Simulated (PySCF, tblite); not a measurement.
# C₇H₅N₂O radical: geometry, infrared bands and EPR parameters

Aim: predict the infrared bands and EPR parameters of C₇H₅N₂O radical (`[CH2]C(=O)NC(=C)C#CC#N`).

Programs: tblite 0.8.0 and PySCF 2.14.0, with density-fitted response routines of our own. Each step states its level of theory. These are calculated values for one molecule in the gas phase, unless marked as measured. Atoms count from 0, in the outputs and in this text.

## 1. The starting structure

15 atoms, charge 0, multiplicity 2; geometry from: force field or distance geometry start.

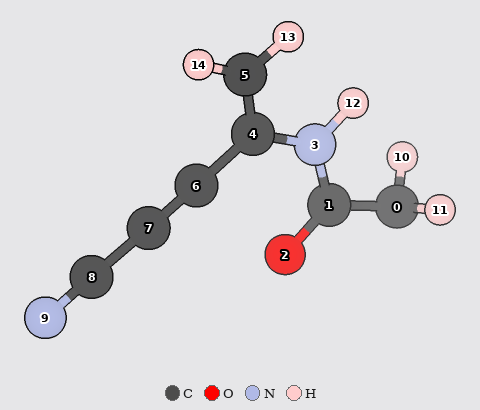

As it starts; carbon dark grey, oxygen red, nitrogen light blue, hydrogen pink, atoms numbered; sticks join atoms by distance.

## 2. Optimising the geometry with GFN2-xTB

Job settings and geometry (Å):

```
{"job": {"kind": "relax", "xc": "GFN2-xTB", "basis": "xTB"}, "charge": 0, "multiplicity": 2}
C     -2.760500     1.411500    -0.390000
C     -1.343700     1.001200    -0.433200
O     -0.418800     1.762400    -0.799900
N     -1.035600    -0.303700    -0.017800
C      0.274300    -0.869100     0.026700
C      0.440200    -2.117300     0.427300
C      1.447300    -0.133600    -0.383500
C      2.447000     0.463500    -0.709600
C      3.634000     1.141000    -1.099100
N      4.594000     1.713500    -1.420300
H     -3.379300     0.657100    -0.936400
H     -3.047800     1.447100     0.696200
H     -1.820800    -0.939600     0.316100
H     -0.457600    -2.646100     0.723400
H      1.422900    -2.579900     0.472600
```

On the command line:

```bash
> OMP_NUM_THREADS=1 python probes_run.py task.json out
```

One launch serves the whole session: the jobs run in the order shown.

The log of the run:

```text
step      E/eV     max force
  0    -740.25180    3.643
  1    -740.46208    3.752
  2    -740.70697    1.824
  3    -740.78605    2.946
  4    -740.89250    1.696
  5    -740.92074    2.660
  6    -740.96938    0.907
  7    -740.97873    0.653
  8    -740.98671    0.364
  9    -740.99996    0.263
 10    -741.00706    0.281
 11    -741.01870    0.330
 12    -741.02828    0.298
 13    -741.04077    0.359
 14    -741.05325    0.320
 15    -741.06462    0.301
 16    -741.07498    0.289
 17    -741.08706    0.393
 18    -741.09896    0.547
 19    -741.10925    0.543
 20    -741.12519    0.304
 21    -741.14463    0.389
 22    -741.16994    0.640
 23    -741.21052    0.895
 24    -741.24939    0.732
 25    -741.29624    0.637
 26    -741.32051    0.689
 27    -741.34156    0.704
 28    -741.36483    0.381
 29    -741.38184    0.351
 30    -741.39910    0.404
 31    -741.41950    0.546
 32    -741.44978    0.557
 33    -741.47672    0.383
 34    -741.49252    0.328
 35    -741.50089    0.329
 36    -741.50848    0.261
 37    -741.51599    0.177
 38    -741.51893    0.125
 39    -741.52060    0.112
 40    -741.52242    0.101
 41    -741.52445    0.098
 42    -741.52557    0.085
 43    -741.52645    0.080
 44    -741.52746    0.098
 45    -741.52890    0.097
 46    -741.53067    0.096
 47    -741.53262    0.107
 48    -741.53467    0.117
 49    -741.53683    0.104
 50    -741.53858    0.083
 51    -741.53950    0.059
 52    -741.53994    0.055
 53    -741.54038    0.062
 54    -741.54103    0.064
 55    -741.54199    0.064
 56    -741.54254    0.054
 57    -741.54291    0.053
 58    -741.54323    0.052
 59    -741.54365    0.055
 60    -741.54408    0.061
 61    -741.54441    0.046
 62    -741.54462    0.037
 63    -741.54483    0.033
 64    -741.54508    0.037
 65    -741.54538    0.050
 66    -741.54573    0.059
 67    -741.54617    0.061
 68    -741.54667    0.054
 69    -741.54708    0.061
 70    -741.54737    0.070
 71    -741.54771    0.075
 72    -741.54829    0.072
 73    -741.54916    0.085
 74    -741.55004    0.069
 75    -741.55057    0.060
 76    -741.55082    0.057
 77    -741.55102    0.044
 78    -741.55134    0.040
 79    -741.55172    0.049
 80    -741.55183    0.110
 81    -741.55214    0.032
 82    -741.55222    0.028
 83    -741.55233    0.023
 84    -741.55242    0.023
 85    -741.55256    0.033
 86    -741.55267    0.037
 87    -741.55275    0.029
 88    -741.55283    0.024
 89    -741.55294    0.029
 90    -741.55306    0.031
 91    -741.55314    0.028
 92    -741.55321    0.027
 93    -741.55328    0.031
 94    -741.55337    0.029
 95    -741.55350    0.026
 96    -741.55366    0.028
 97    -741.55382    0.040
 98    -741.55394    0.039
 99    -741.55405    0.036
100    -741.55418    0.032
101    -741.55431    0.026
102    -741.55442    0.021
103    -741.55448    0.027
104    -741.55451    0.026
105    -741.55455    0.021
106    -741.55459    0.025
107    -741.55460    0.076
108    -741.55463    0.013
109    -741.55464    0.012
110    -741.55466    0.022
111    -741.55467    0.018
112    -741.55469    0.012
113    -741.55471    0.014
114    -741.55474    0.019
115    -741.55477    0.021
116    -741.55481    0.016
117    -741.55484    0.008
```

It took 0.7 s on 1 thread of Arm Neoverse V2, shared host.

Step by step: (not every step is listed)

```csv
step,energy from step 0 (eV),largest force (eV/Å)
0,0.0000,3.6431
1,-0.2103,3.7521
2,-0.4552,1.8238
3,-0.5343,2.9463
4,-0.6407,1.6959
5,-0.6689,2.6597
6,-0.7176,0.9066
7,-0.7269,0.6532
8,-0.7349,0.3642
18,-0.8472,0.5467
28,-1.1130,0.3808
38,-1.2671,0.1246
48,-1.2829,0.1170
58,-1.2914,0.0518
68,-1.2949,0.0544
78,-1.2995,0.0404
88,-1.3010,0.0239
98,-1.3021,0.0390
108,-1.3028,0.0130
112,-1.3029,0.0122
113,-1.3029,0.0143
114,-1.3029,0.0193
115,-1.3030,0.0211
116,-1.3030,0.0160
117,-1.3030,0.0081
```

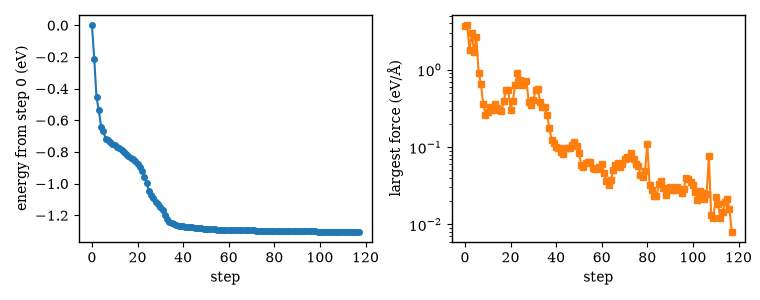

Energy and largest force along the relaxation.

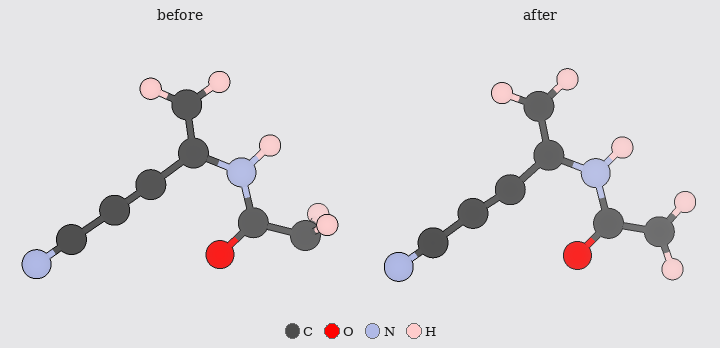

The geometry before (left) and after (right).

Close pairs (by a distance rule), those that changed most:

```csv
bond,before (Å),after (Å),change (Å)
C7–C8,1.421,1.358,-0.063
C0–C1,1.476,1.416,-0.060
N3–H12,1.064,1.010,-0.054
N3–C4,1.427,1.376,-0.051
C0–H11,1.124,1.074,-0.051
C0–H10,1.118,1.074,-0.044
C4–C6,1.444,1.414,-0.030
C1–O2,1.253,1.223,-0.030
```

The final coordinates are the input of the step that follows.

## 3. Infrared spectrum with GFN2-xTB

Job settings and geometry (Å):

```
{"job": {"kind": "ir", "xc": "GFN2-xTB", "basis": "xTB"}, "charge": 0, "multiplicity": 2}
C     -2.691650     1.245194    -0.253228
C     -1.309223     0.948770    -0.332828
O     -0.427997     1.736313    -0.646054
N     -1.003931    -0.379550    -0.010859
C      0.262511    -0.918462    -0.016537
C      0.490674    -2.206834     0.307395
C      1.345873    -0.084456    -0.375515
C      2.386394     0.472427    -0.654389
C      3.503586     1.173823    -0.978828
N      4.464324     1.746611    -1.246464
H     -3.423832     0.512480     0.031663
H     -3.019009     2.240898    -0.485292
H     -1.753993    -1.002990     0.250577
H     -0.313524    -2.866536     0.582911
H      1.485382    -2.609700     0.299882
```

The log of the run:

```text
mode    cm-1     km/mol
  1      41.8      8.63
  2      66.7      0.21
  3     104.4      0.32
  4     125.9      5.05
  5     156.8     15.50
  6     202.9      2.46
  7     257.0      3.56
  8     325.3      1.28
  9     353.2      0.20
 10     359.6      2.15
 11     478.0      3.28
 12     483.9      6.89
 13     502.2      7.67
 14     533.8      6.78
 15     555.9    104.84
 16     597.5      0.81
 17     647.0      7.36
 18     652.3      0.57
 19     679.3      9.28
 20     705.7     60.01
 21     815.1     44.05
 22     889.5      2.74
 23     975.8      3.55
 24    1044.4      2.36
 25    1098.9      4.94
 26    1144.0     10.62
 27    1307.6     32.59
 28    1358.6      9.10
 29    1385.1      8.14
 30    1397.9      1.72
 31    1578.3     31.35
 32    1617.3    223.03
 33    2270.7      1.15
 34    2343.7    267.57
 35    3119.8      5.53
 36    3120.2     10.20
 37    3172.0      9.49
 38    3179.8     11.00
 39    3433.9      6.43
```

Run time: 0.47 s. Hardware: 1 thread of Arm Neoverse V2, shared host.

The strongest bands and the atoms that carry them (share of the mass-weighted mode):

```csv
cm⁻¹,km/mol,atoms
157,15.5,"O2 30 %, C6 19 %"
556,104.8,H12 72 %
706,60.0,"C1 30 %, H11 29 %, C0 24 %, H10 11 %"
815,44.0,"H14 38 %, H13 38 %, C5 23 %"
1308,32.6,"H12 48 %, N3 24 %, C1 11 %"
1578,31.4,"C4 47 %, C5 36 %"
1617,223.0,"C1 60 %, O2 31 %"
2344,267.6,"C8 55 %, N9 30 %, C7 11 %"
```

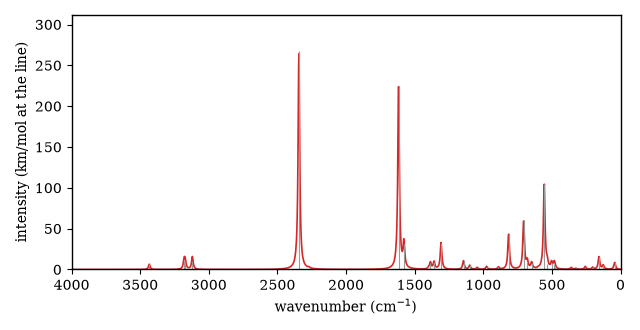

The infrared spectrum from these modes, unscaled. Lines are broadened to a width of 14 cm⁻¹ (Lorentzian).

## 4. EPR parameters: B3LYP/pcH-1

Settings changed since step 3:

```diff
@@ -1,2 +1,2 @@
-{"job": {"kind": "ir", "xc": "GFN2-xTB", "basis": "xTB"}, "charge": 0, "multiplicity": 2}
+{"job": {"kind": "epr", "basis": "pcH-1"}, "charge": 0, "multiplicity": 2}
 C     -2.691650     1.245194    -0.253228
```

Method: UKS B3LYP, pcH-1 on C H N O, non-relativistic, mean-field spin-orbit, GIAO.

The log of the run:

```text
UKS, coarse grid
  cycle   1  E = -454.12912819  |g| = 7.26e-01
  cycle   2  E = -451.64607247  |g| = 2.06e+00
  cycle   3  E = -454.25360478  |g| = 4.42e-01
  cycle   4  E = -454.33761502  |g| = 2.15e-01
  cycle   5  E = -454.34795038  |g| = 1.60e-01
  cycle   6  E = -454.35986777  |g| = 4.91e-02
  cycle   7  E = -454.36083887  |g| = 2.37e-02
  cycle   8  E = -454.36120201  |g| = 1.09e-02
  cycle   9  E = -454.36129874  |g| = 7.50e-03
  cycle  10  E = -454.36133043  |g| = 6.64e-03
  cycle  11  E = -454.36136125  |g| = 1.43e-03
  cycle  12  E = -454.36136487  |g| = 9.38e-04
UKS, final grid
  cycle   1  E = -454.36137343  |g| = 1.44e-03
  cycle   2  E = -454.36137061  |g| = 3.25e-03
  cycle   3  E = -454.36137486  |g| = 4.25e-04
  cycle   4  E = -454.36137502  |g| = 2.51e-04
  cycle   5  E = -454.36137528  |g| = 2.96e-04
  cycle   6  E = -454.36137538  |g| = 8.36e-05
  cycle   7  E = -454.36137539  |g| = 3.16e-05
  cycle   8  E = -454.36137540  |g| = 2.60e-05
E = -454.36137540 Eh   <S^2> = 0.7582 (exact 0.7500)
g shifts (ppm)      1          2          3
  rmc          -168       -168       -168
  gc             -5         38         36
  oz_so           0       1321       3118
  total        -173       1191       2987
hyperfine (MHz)  atom isotope    a_iso     a_fc   dipolar eigenvalues
    0   13C      72.67      72.67    -71.43    -70.79    142.22
    1   13C     -41.24     -41.24    -10.90      2.71      8.19
    2   17O     -10.50     -10.50    -50.46     24.82     25.64
    3   14N       1.73       1.73     -3.28     -2.61      5.89
    4   13C      -7.29      -7.29     -5.38      1.92      3.46
    5   13C       6.77       6.77     -6.35     -5.84     12.19
    6   13C       3.17       3.17     -1.32      0.48      0.84
    7   13C      -1.97      -1.97     -2.39      0.60      1.79
    8   13C       1.52       1.52     -0.42      0.12      0.31
    9   14N      -0.20      -0.20     -0.54      0.11      0.44
   10    1H     -55.62     -55.62    -33.94     -1.66     35.59
   11    1H     -56.90     -56.90    -33.22     -1.84     35.05
   12    1H      -4.24      -4.24     -4.30     -0.74      5.04
   13    1H      -4.86      -4.86     -1.67     -0.76      2.44
   14    1H      -5.23      -5.23     -3.15     -0.48      3.63
```

It took 2.1 min on 1 thread of Arm Neoverse V2, shared host; peak memory 1.1 GiB.

Principal g values 2.00215, 2.00351, 2.00531; g(iso) = 2.00365, against 2.00232 for a free electron.

Mean a(iso) over the nuclei that a row names, and the largest dipolar term of the row (other rows stand at the frozen geometry):

```csv
nuclei,isotope,a(iso) (MHz),"a(iso) (G, at g = 2.0023)",largest dipolar term (MHz)
C0,13C,72.7,25.9,142.2
"H10, H11",1H,-56.3,-20.1,35.6
C1,13C,-41.2,-14.7,-10.9
O2,17O,-10.5,-3.7,-50.5
C4,13C,-7.3,-2.6,-5.4
C5,13C,6.8,2.4,12.2
H14,1H,-5.2,-1.9,3.6
H13,1H,-4.9,-1.7,2.4
H12,1H,-4.2,-1.5,5.0
C6,13C,3.2,1.1,-1.3
C7,13C,-2.0,-0.7,-2.4
N3,14N,1.7,0.6,5.9
C8,13C,1.5,0.5,-0.4
N9,14N,-0.2,-0.1,-0.5
```

Mulliken spin populations:

C0 0.93; C1 -0.10; O2 0.16; N3 0.05; C4 -0.04; C5 0.08; C6 0.01; C7 -0.02; C8 0.01; N9 -0.01; H10 -0.04; H11 -0.04; H12 0.00; H13 0.00; H14 0.00

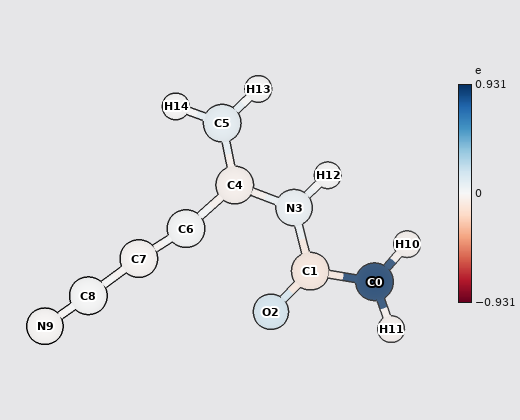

Mulliken spin populations, as colours on the atoms.

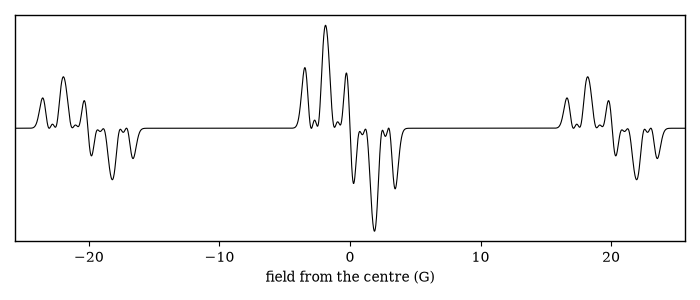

First-order isotropic spectrum (first derivative, main isotopes with spin only, couplings over 0.8 MHz, Gaussian width 0.3 G; couplings of the frozen geometry, rotation of groups not averaged beyond the rows shown).

The fields below are evaluated on a grid from the run's orbitals.

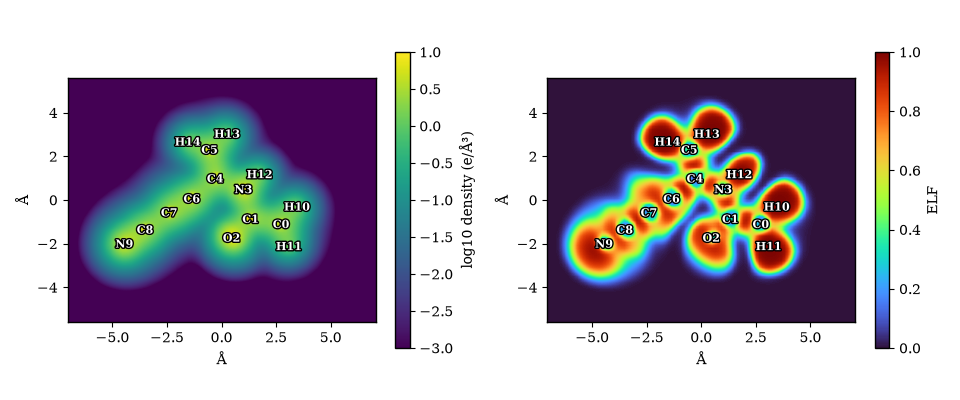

Density (left) and ELF (right) in a plane through or near 15 of the atoms.

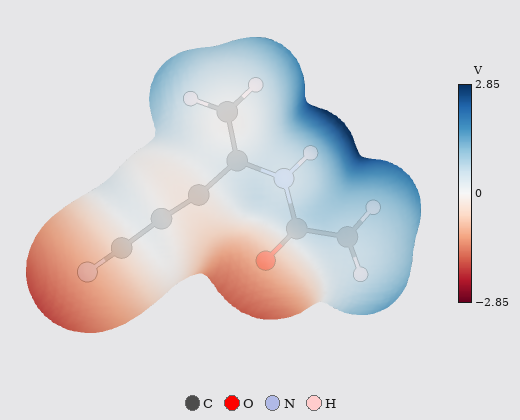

Electrostatic potential on the surface of density 0.002 e/bohr³; red is low, blue high. It runs from -1.83 V near N9 to 2.85 V near H12.

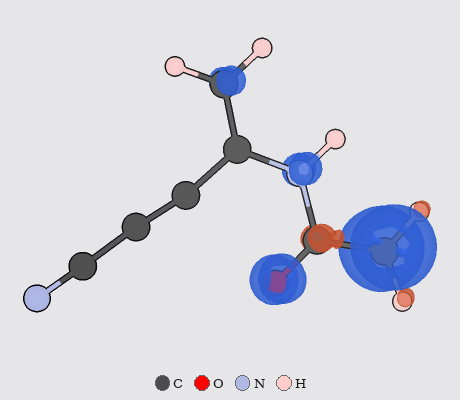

Spin density at ±0.04 e/Å³ (alpha excess blue, beta excess red).

## 5. What came out

| quantity | value |
| --- | --- |
| strongest single infrared mode (GFN2-xTB) | 2344 cm⁻¹, 268 km/mol |
| zero-point energy (GFN2-xTB) | 61.6 kcal/mol |
| g(iso) (B3LYP) | 2.00365 |
| ⟨S²⟩ | 0.758 (exact 0.75) |
| largest a(iso) (averaged by class) | 13C on C0, 72.7 MHz |
| surface potential, least and greatest | -1.83 V and 2.85 V |

**Reading.** The optimisation took 117 steps and gained 1.303 eV; among the close pairs (by a distance rule), C7–C8 changed most, from 1.421 to 1.358 Å. All 39 modes are real, so the xTB geometry is a minimum. The strongest single mode, at 2344 cm⁻¹, moves mainly C8 and N9. GFN2-xTB is a fitted tight-binding method: band positions and strengths are rough. Its intensities can rank the bands wrongly. Most of the unpaired spin sits on C0 (0.93 e). The isotropic g lies 1.3 ppt above the free-electron value.
